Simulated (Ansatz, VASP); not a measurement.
# NaOs in two plane-wave programs

One calculation is typed for both programs; each brings its own data sets. How far apart do they land? The cell is invented: As first built, before any earlier steps moved the atoms (in the runner's words): it takes the NaPt structure with some of its atoms replaced by other elements, volume scaled by an estimate. It may not be a known or stable phase. The cell is taken from a series of VASP runs on this material, whose earlier steps may have relaxed, scaled or displaced it; both programs get it as it stands. Valence electrons are named where the data sets of a main pair hold unlike numbers.

Program: Ansatz 0.2.0. Level of theory: plane waves, with VASP 6.6.1 beside it; band structure at PBE, spin-orbit coupling. Results are calculated unless marked as measured.

## 1. The starting structure

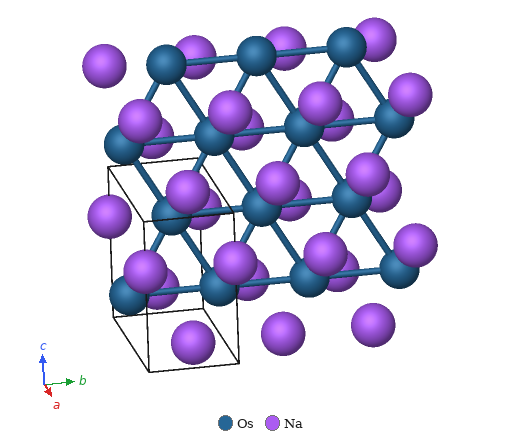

The cell as given, slightly off an axis (osmium blue, sodium purple). 1×3×2 cells are drawn. This picture shows the conventional cell, with its axes. Some periodic images of atoms are drawn too.

## 2. VASP: band structure, PBE, spin-orbit coupling

With cell and atoms fixed, the geometry can't cause a difference; cores, projectors, grids and the points listed under the comparison can.

Lines of VASP's logs that name or quote its potential files are left out, and so is its time.

INCAR reads:

```
SYSTEM = NaOs
PREC = Accurate
ENCUT = 400
EDIFF = 1E-06
NELM = 100
ISMEAR = 1
SIGMA = 0.2
LREAL = .FALSE.
ALGO = Normal
GGA = PE
LNONCOLLINEAR = .TRUE.
MAGMOM = 0 0 0 0 0 0
NBANDS = 26
GGA_COMPAT = .FALSE.
LASPH = .TRUE.
LSORBIT = .TRUE.
LMAXMIX = 4
LORBIT = 11
LWAVE = .FALSE.
LCHARG = .FALSE.
```

POSCAR reads:

```
NaOs
1.0
    5.2388083620      0.0000000000      0.0000000000
    0.0000000000      1.3483927934      2.3330862073
    0.0000000000     -1.3483927934      2.3330862073
Os Na
1 1
Direct
    0.5000000000      0.3311245757      0.3311245757
    0.0000000000      0.6685079653      0.6685079653
```

KPOINTS reads:

```
Automatic mesh
0
Gamma
4 9 9
0 0 0
```

KPOINTS_OPT reads:

```
Line mode
16
Line-mode
Reciprocal
  0.00000000   0.00000000   0.00000000 GAMMA
  0.00000000   0.33350477  -0.33350477 X

  0.00000000   0.33350477  -0.33350477 X
  0.00000000   0.00000000  -0.50000000 S

  0.00000000   0.00000000  -0.50000000 S
 -0.50000000   0.00000000  -0.50000000 R

 -0.50000000   0.00000000  -0.50000000 R
 -0.50000000   0.33350477  -0.33350477 A

 -0.50000000   0.33350477  -0.33350477 A
 -0.50000000   0.00000000   0.00000000 Z

 -0.50000000   0.00000000   0.00000000 Z
  0.00000000   0.00000000   0.00000000 GAMMA

  0.00000000   0.00000000   0.00000000 GAMMA
  0.00000000  -0.50000000  -0.50000000 Y

  0.00000000  -0.50000000  -0.50000000 Y
  0.00000000  -0.33350477  -0.66649523 X1

  0.00000000  -0.33350477  -0.66649523 X1
 -0.50000000  -0.33350477  -0.66649523 A1

 -0.50000000  -0.33350477  -0.66649523 A1
 -0.50000000  -0.50000000  -0.50000000 T

 -0.50000000  -0.50000000  -0.50000000 T
  0.00000000  -0.50000000  -0.50000000 Y

 -0.50000000   0.00000000   0.00000000 Z
 -0.50000000  -0.50000000  -0.50000000 T
```

The projector-augmented-wave data sets are Os and Na_pv (PBE family, release 64).

Command:

```console
$ mpirun -np 1 vasp_ncl
```

Numbers of over 12 decimals in the logs are rounded to 6 here.

What it wrote:

```text
[banner, memory and clock lines left out]
running    1 mpi-ranks, on    1 nodes
 distrk:  each k-point on    1 cores,    1 groups
 distr:  one band on    1 cores,    1 groups

 POSCAR found type information on POSCAR OsNa
 POSCAR found :  2 types and       2 ions
 LDA part: xc-table for (Slater+PW92), standard interpolation
 POSCAR, INCAR and KPOINTS ok, starting setup
 FFT: planning ... GRIDC
 FFT: planning ... GRID_SOFT
 FFT: planning ... GRID
 WAVECAR not read
 entering main loop
       N       E                     dE             d eps       ncg     rms          rms(c)
DAV:   1     0.122270388377E+03    0.12227E+03   -0.62762E+03  7054   0.114E+03
DAV:   2    -0.240290358850E+01   -0.12467E+03   -0.11529E+03  7260   0.363E+02
DAV:   3    -0.119930239009E+02   -0.95901E+01   -0.90835E+01  8252   0.103E+02
DAV:   4    -0.122109286907E+02   -0.21790E+00   -0.21589E+00  8102   0.154E+01
DAV:   5    -0.122134190482E+02   -0.24904E-02   -0.24888E-02  8444   0.172E+00    0.114E+01
DAV:   6    -0.116516565952E+02    0.56176E+00   -0.81211E-01  8756   0.708E+00    0.499E+00
DAV:   7    -0.115438779627E+02    0.10778E+00   -0.11191E-01  8676   0.325E+00    0.281E+00
DAV:   8    -0.115209718040E+02    0.22906E-01   -0.13478E-02  9244   0.108E+00    0.818E-01
DAV:   9    -0.115161747195E+02    0.47971E-02   -0.41844E-03  8932   0.644E-01    0.910E-02
DAV:  10    -0.115162117340E+02   -0.37015E-04   -0.41619E-04  8104   0.295E-01    0.381E-02
DAV:  11    -0.115162260618E+02   -0.14328E-04   -0.19751E-05  8158   0.490E-02    0.176E-02
DAV:  12    -0.115162274990E+02   -0.14372E-05   -0.36681E-06  9140   0.317E-02    0.677E-03
DAV:  13    -0.115162275180E+02   -0.18946E-07   -0.56476E-07  5232   0.106E-02
   1 F= -.11516228E+02 E0= -.11516194E+02  d E =-.100124E-03  mag=    -0.0000     0.0000    -0.0000
 Start KPOINTS_OPT (optional k-point list driver)
k-point batch [1-135\192]
       N       E                     dE             ncg
DAV:   1     0.556395151923E+04   -0.53339E+05     7028
DAV:   2    -0.115918743978E+05   -0.17156E+05     7310
DAV:   3    -0.129201708525E+05   -0.13283E+04     8532
DAV:   4    -0.129520037170E+05   -0.31833E+02     7848
DAV:   5    -0.129524111962E+05   -0.40748E+00     8344
DAV:   6    -0.129524207966E+05   -0.96004E-02     7856
DAV:   7    -0.129524211186E+05   -0.32193E-03     8384
DAV:   8    -0.129524211310E+05   -0.12419E-04     6828
DAV:   9    -0.129524211317E+05   -0.67330E-06     4584
k-point batch [136-192\192]
       N       E                     dE             ncg
DAV:   1     0.315144036066E+05   -0.27866E+05     2980
DAV:   2     0.244269785671E+05   -0.70874E+04     2996
DAV:   3     0.238412603033E+05   -0.58572E+03     3532
DAV:   4     0.238257708755E+05   -0.15489E+02     3338
DAV:   5     0.238255822985E+05   -0.18858E+00     3432
DAV:   6     0.238255779376E+05   -0.43609E-02     3290
DAV:   7     0.238255777879E+05   -0.14966E-03     3530
DAV:   8     0.238255777818E+05   -0.61092E-05     3044
DAV:   9     0.238255777815E+05   -0.28434E-06     1898
```

OUTCAR, selected parts (step 2):

```text
ion  position               nearest neighbor table
   1  0.500  0.331  0.331-   2 3.04   2 3.04   2 3.04   2 3.04   2 3.06   2 3.06
   2  0.000  0.669  0.669-   1 3.04   1 3.04   1 3.04   1 3.04   1 3.06   1 3.06

  LATTYP: Found a base centered orthorhombic cell.
 ALAT       =     2.6967855868
 B/A-ratio  =     1.7302719346
 C/A-ratio  =     1.9426121185

 Subroutine GETGRP returns: Found  4 space group operations
 (whereof  4 operations were pure point group operations)

The static configuration has the point symmetry C_2v.

 Found    135 irreducible k-points:

   k-points           NKPTS =    135   k-points in BZ     NKDIM =    135   number of bands    NBANDS=     26

   dimension x,y,z NGX =    36 NGY =   18 NGZ =   18
   dimension x,y,z NGXF=    72 NGYF=   36 NGZF=   36

   ENCUT  =  400.0 eV  29.40 Ry    5.42 a.u.   8.54  4.39  4.39*2*pi/ulx,y,z

   NELECT =      15.0000    total number of electrons

 k-points in reciprocal lattice and weights: Automatic mesh
   0.00000000  0.00000000  0.00000000       0.003
   0.25000000  0.00000000  0.00000000       0.006
   0.50000000  0.00000000  0.00000000       0.003
   0.00000000  0.11111111 -0.00000000       0.006
   0.00000000 -0.11111111  0.00000000       0.006
   0.25000000  0.11111111 -0.00000000       0.012
  -0.25000000 -0.11111111  0.00000000       0.012
   0.50000000  0.11111111 -0.00000000       0.006
   0.50000000 -0.11111111  0.00000000       0.006
[...]
0.25000000 -0.44444444  0.44444444       0.012
   0.50000000 -0.44444444  0.44444444       0.006

 average (electrostatic) potential at core
       1 -46.8819       2 -45.3879

 E-fermi :   5.1312

 k-point     1 :       0.0000    0.0000    0.0000
  band No.  band energies     occupation
    ...
     12       2.8730      1.00000
     13       3.7723      1.00000
     14       3.7723      1.00000
     15       4.5905      1.00045
     16       4.5905      1.00045
     17       6.1058     -0.00000
     18       6.1058     -0.00000
     19       6.7068     -0.00000
     20       6.7068     -0.00000
     21       8.3559     -0.00000
    ...

 k-point     2 :       0.2500    0.0000    0.0000
  band No.  band energies     occupation
    ...
     12       2.8727      1.00000
     13       3.3497      1.00000
     14       3.3499      1.00000
     15       3.7717      1.00000
     16       3.7717      1.00000
     17       6.1589     -0.00000
     18       6.1591     -0.00000
     19       6.7036     -0.00000
     20       6.7048     -0.00000
     21       9.8552      0.00000
    ...

 k-point     3 :       0.5000    0.0000    0.0000
  band No.  band energies     occupation
    ...
     12       2.0343      1.00000
     13       2.8718      1.00000
     14       2.8718      1.00000
     15       3.7710      1.00000
     16       3.7710      1.00000
     17       6.1695     -0.00000
     18       6.1695     -0.00000
     19       6.7015     -0.00000
     20       6.7015     -0.00000
     21      11.3697      0.00000
    ...

  Total        0.0856413      0.0585888      0.0417689      0.0000000      0.0000000      0.0000000
  in kB        4.1627885      2.8478384      2.0302697      0.0000000      0.0000000      0.0000000
  external PRESSURE =       3.0136322 kB  Pullay stress =       0.0000000 kB

  energy-cutoff  :      400.00
  volume of cell :       32.96
      direct lattice vectors                 reciprocal lattice vectors
     5.238808362  0.000000000  0.000000000     0.190883104  0.000000000  0.000000000
     0.000000000  1.348392793  2.333086207     0.000000000  0.370811831  0.214308412
     0.000000000 -1.348392793  2.333086207     0.000000000 -0.370811831  0.214308412

 POSITION                                       TOTAL-FORCE (eV/Angst)
 -----------------------------------------------------------------------------------
      2.61940      0.00000      1.54508         0.000000      0.000000      0.009253
      0.00000      0.00000      3.11937         0.000000      0.000000     -0.009253
 -----------------------------------------------------------------------------------
    total drift:                                0.000000     -0.000000     -0.000638

  FREE ENERGIE OF THE ION-ELECTRON SYSTEM (eV)
  ---------------------------------------------------
  free  energy   TOTEN  =       -11.5162275180 eV

  energy  without entropy=      -11.5161273941  energy(sigma->0) =      -11.51619414

 Spin-Orbit-Coupling matrix elements
 Ion:    1  E_soc:     -0.7036125
 Ion:    2  E_soc:     -0.0009529

 total charge
# of ion       s       p       d       tot
------------------------------------------
    1        0.693   0.538   5.894   7.125
    2        0.122   6.018   0.000   6.140
--------------------------------------------------
tot          0.815   6.556   5.894  13.265

 magnetization (x)
# of ion       s       p       d       tot
------------------------------------------
    1        0.000   0.000   0.000   0.000
    2        0.000   0.000   0.000   0.000
--------------------------------------------------
tot          0.000   0.000   0.000   0.000

 magnetization (y)
# of ion       s       p       d       tot
------------------------------------------
    1        0.000   0.000   0.000   0.000
    2        0.000   0.000   0.000   0.000
--------------------------------------------------
tot          0.000   0.000   0.000   0.000

 magnetization (z)
# of ion       s       p       d       tot
------------------------------------------
    1        0.000   0.000   0.000   0.000
    2        0.000   0.000   0.000   0.000
--------------------------------------------------
tot          0.000   0.000   0.000   0.000

[... 3 further parts left out ...]
```

The run ends at a pressure of 0.30 GPa, with forces up to 0.0093 eV/Å.

[end of part 1 of 2]

[Lines on the potential files, build, host, timing and source positions are cut from VASP's logs without a mark.]

[Logs are printed without paths, hosts, clocks, repeated set-up lines and the standing remarks that a program may print on its own settings, such as how far it seeks lower states.]

[Hosts, paths, dates, database ids (printed as entryN), source tags and the programs' standing remarks are cut or masked in the printed files.]
